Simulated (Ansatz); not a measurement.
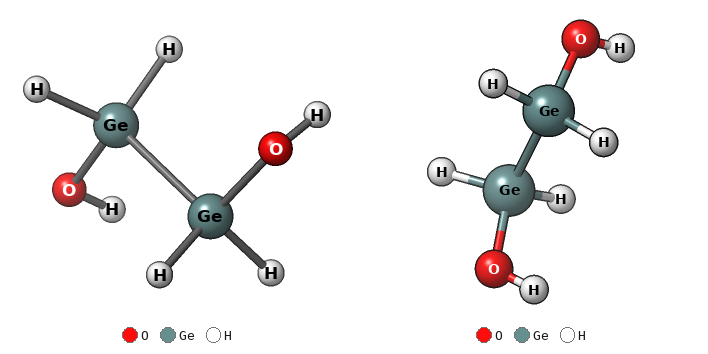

Two views of one molecule.

What is the molecular formula?

Answer. Ge2H6O2, 10 atoms: 2 germanium, 6 hydrogen and 2 oxygen.

How many bonds of each kind are drawn?

Answer. 4 Ge–H, 2 Ge–O, 2 O–H, 1 Ge–Ge.

Which point group does it belong to?

Answer. C2.

More results for the same structure follow; atom numbers are the same in all pictures, views and colours differ. The geometry was computed by an optimisation with PBE0-D4/def2-TZVP.

## Shape

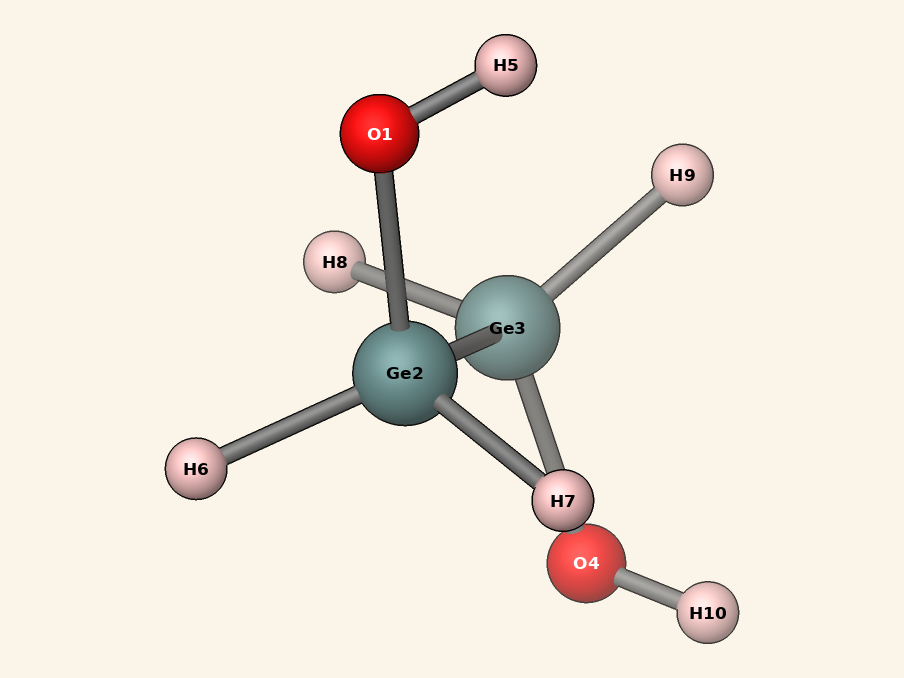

Ge3 lies behind Ge2. The molecule seen a little off the Ge2–Ge3 bond, Ge2 in front. Distant atoms are faded towards the background colour.

What is the torsion angle O1–Ge2–Ge3–O4? The sign is positive where the front bond must turn clockwise to cover the back bond.

Answer. 167°, antiperiplanar (anti).

## Charges

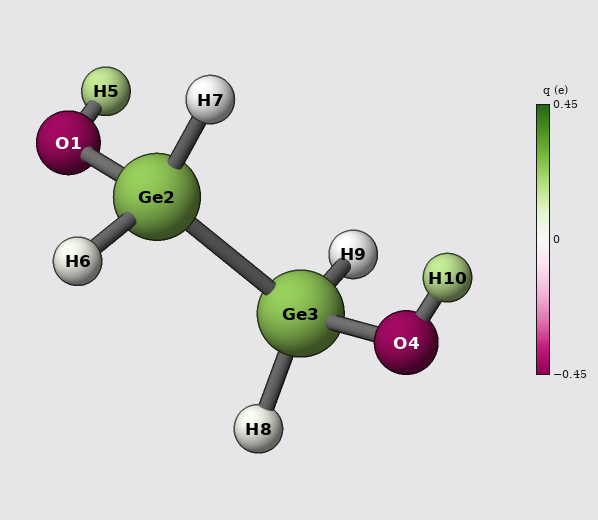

Atoms are coloured by their Mulliken charges. Method: RKS ωB97M-V/def2-TZVPP (Ansatz 0.2.0).

Which atom carries the highest charge (most positive or least negative)?

Answer. Ge2, Ge3 (0.24 e).

And the lowest?

Answer. O1, O4 (−0.42 e).

List the Mulliken charges.

```
atom  value (e)
  O1      −0.42
 Ge2       0.24
 Ge3       0.24
  O4      −0.42
  H5       0.16
  H6       0.03
  H7      −0.01
  H8       0.03
  H9      −0.01
 H10       0.16
```

## Levels of theory compared

Program: Ansatz 0.2.0.

Tabulate dipole (D), HOMO–LUMO gap (eV) at these levels: B3LYP-D4/def2-TZVPP; PBE-D4/def2-TZVPP; r2SCAN-D4/def2-TZVPP; ωB97M-V/def2-TZVPP.

| level | dipole (D) | HOMO–LUMO gap (eV) |
| --- | --- | --- |
| B3LYP-D4/def2-TZVPP | 2.04 | 6.27 |
| PBE-D4/def2-TZVPP | 1.97 | 4.58 |
| r2SCAN-D4/def2-TZVPP | 2.02 | 5.18 |
| ωB97M-V/def2-TZVPP | 2.04 | 10.56 |

## Vibrations

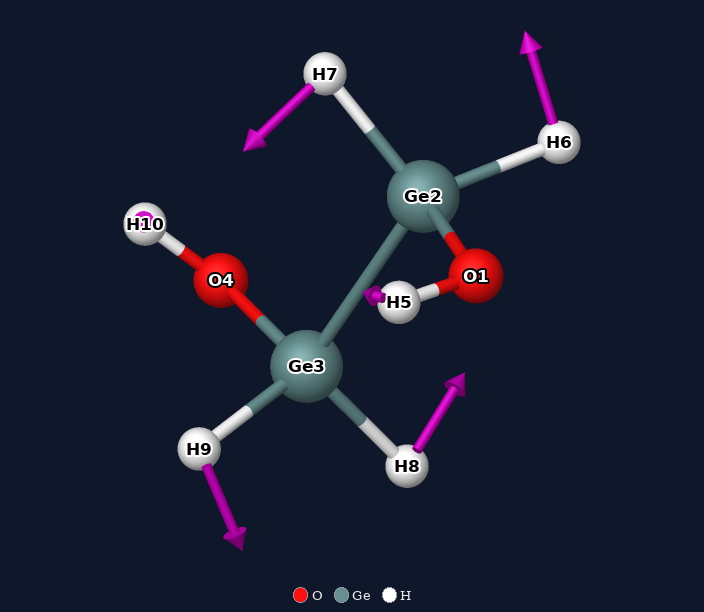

The arrows show one normal mode. Harmonic vibrations computed with RKS PBE0-D4/def2-TZVP (Ansatz 0.2.0) at a stationary point of the same level.

What kind of motion is it?

Answer. Mostly Ge–Ge–H bending.

Estimate its harmonic wavenumber.

Answer. 488 cm⁻¹; it is mode 8 of 24 counted from the lowest.

Mulliken values depend strongly on the basis set and can even reverse the polarity of a bond.
